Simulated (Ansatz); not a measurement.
Input

```
crystal:
  periodic: [false, false, false]
  atoms:
    - {symbol: N, position_ang: [-1.082792, 0.977071, -0.751115]}
    - {symbol: Si, position_ang: [0.195823, 0.481689, 0.238707]}
    - {symbol: Si, position_ang: [1.224954, -1.489676, 0.231163]}
    - {symbol: H, position_ang: [-1.733613, 0.331870, -1.166774]}
    - {symbol: H, position_ang: [-1.256881, 1.934179, -1.007236]}
    - {symbol: H, position_ang: [0.878114, 1.744601, 0.636831]}
    - {symbol: H, position_ang: [1.686692, -1.511663, 1.660325]}
    - {symbol: H, position_ang: [0.087713, -2.468080, 0.158079]}
basis:
  gaussian: {orbitals: def2-TZVPP}
hamiltonian: {xc: pbe0, dispersion: d4}
output: {orbitals: {seedname: orbitals}}
```

Command:

```sh
ansatz run in.yaml --threads 2 --pin off --events-out ev --progress --plain --max-ram 4352MiB
```

Geometry: PBE0-D4/def2-TZVP.

Level of theory: RKS PBE0-D4/def2-TZVPP (Ansatz).

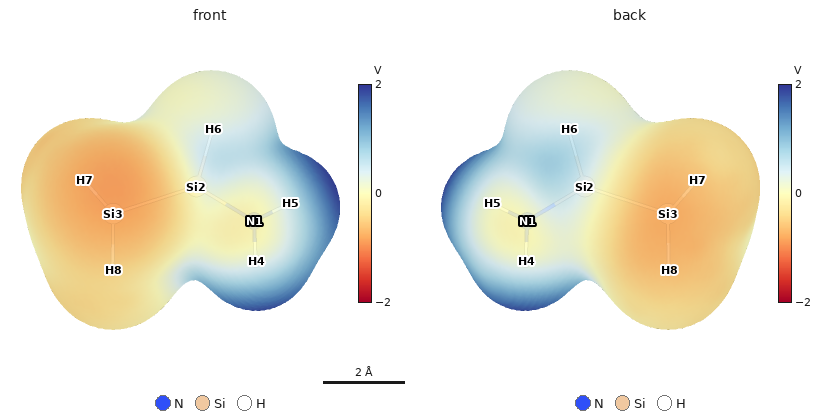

H5NSi2 (SMILES N[SiH]=[SiH2]). The molecular electrostatic potential painted on the density surface at 0.001 e/bohr³, seen from the front and from behind; the colour scale runs from red (negative) to blue (positive).

### Describe the electrostatic potential map.

The most negative region (about −0.9 V, or −21 kcal/mol for a unit charge) lies over H7, the most positive (about +1.9 V, or +44 kcal/mol for a unit charge) over H4 and H5.
